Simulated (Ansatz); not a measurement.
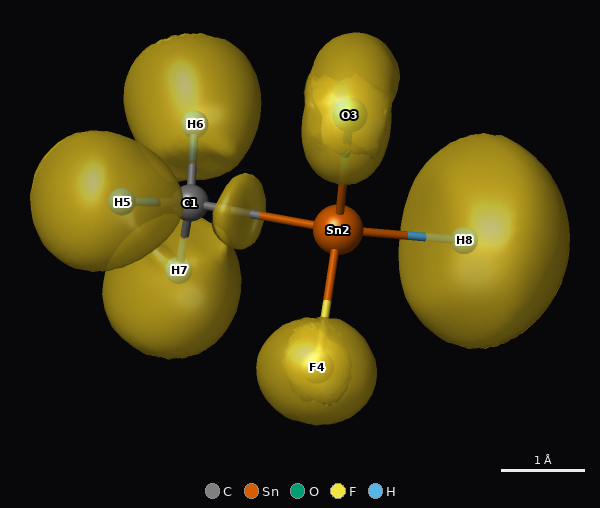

CH4FOSn (SMILES [CH3][SnH]([O])[F]) (doublet). Isosurface of the electron localisation function at 0.8 (yellow), seen at a tilt. Only the valence region is drawn (cores and ρ < 0.01 e/Å³ removed).

Geometry: PBE0-D4/def2-TZVP; core potentials replace the inner electrons of Sn.

Level of theory: UKS PBE0-D4/def2-TZVPP (Ansatz).

The calculation's input:

```
crystal:
  periodic: [false, false, false]
  atoms:
    - {symbol: C, position_ang: [-0.459059, 1.024408, 0.343192]}
    - {symbol: Sn, position_ang: [0.442145, -0.743447, -0.393745]}
    - {symbol: O, position_ang: [1.687427, -1.427513, 0.983777]}
    - {symbol: F, position_ang: [-0.976550, -2.036503, -0.512006]}
    - {symbol: H, position_ang: [-0.926206, 0.798263, 1.300725]}
    - {symbol: H, position_ang: [0.294135, 1.800389, 0.473079]}
    - {symbol: H, position_ang: [-1.218091, 1.357027, -0.363838]}
    - {symbol: H, position_ang: [1.248300, -0.829725, -1.886985]}
basis:
  gaussian: {orbitals: def2-TZVPP}
magnetization: {spin_polarized: true, initial_magnetization: 1}
hamiltonian: {xc: pbe0, dispersion: d4}
output: {orbitals: {seedname: orbitals}}
```

Launched as:

```sh
ansatz run in.yaml --threads 4 --pin off --events-out ev --progress --plain --max-ram 10444MiB
```

> Identify the bonds, lone pairs and shells in this picture.

The ELF exceeds this value in four regions around hydrogen nuclei, one lobe of the valence shell of C pointing towards Sn (polar bonds), one region wrapped around F (its valence shell) and one region wrapped around O (its valence shell). Profiles from the grid: Sn–F (1.92 Å): the ELF peaks at about 0.80 in the valence shell of F, 0.5 Å from its nucleus, and drops to about 0.15 between the two atoms. Sn–O (1.98 Å): the ELF peaks at about 0.85 in the valence shell of O, 0.5 Å from its nucleus, and drops to about 0.15 between the two atoms.
